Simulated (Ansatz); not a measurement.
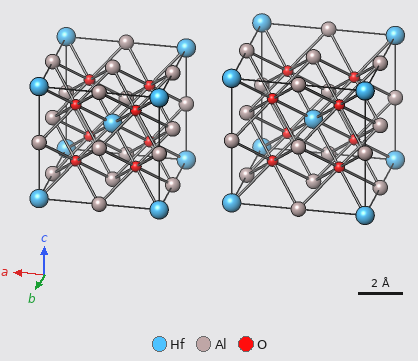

Two geometries of crystalline HfAl3O4 (a generated structure, set up in Im-3m) (coarse preliminary run), drawn at one scale. One is the start of a relaxation, the other its converged end. A ball-and-stick model of the conventional cell (2 times the calculation's cell), seen from a free direction. Lengths and directions refer to the drawn axes.

Method: DFT PBE, scalar-relativistic, plane waves, PAW (Ansatz 0.2.0). (plane-wave cutoff 420 eV; k-point mesh 4 × 4 × 4; occupations gaussian; smearing width 0.1 eV; no spin polarisation; cell and atoms relaxed; force threshold 0.04 eV/Å; at most 70 steps)

**Which of the two is the end point?**

The left one is the relaxed one. No atom moves by more than 0.005 Å relative to the cell. Cell: a = b = c 6.222 → 5.597 Å (−10.0 %). Volume −27.2 %. Some distances before and after: Al–Hf 3.111 → 2.799 Å, Hf–O 2.694 → 2.424 Å, Al–O 2.694 → 2.424 Å. The space group stays Im-3m (No. 229). Over 4 accepted moves (6 points after the start) the energy falls by 3.153 eV per cell of the calculation. All forces vanish by symmetry, so only the cell relaxes. The pressure goes from −23.65 to 0.00 GPa. The SCF was repeated twice at an unchanged geometry on a basis and grid sized afresh for the cell, which shifted the energy by 23.8 meV per cell of the calculation at most.
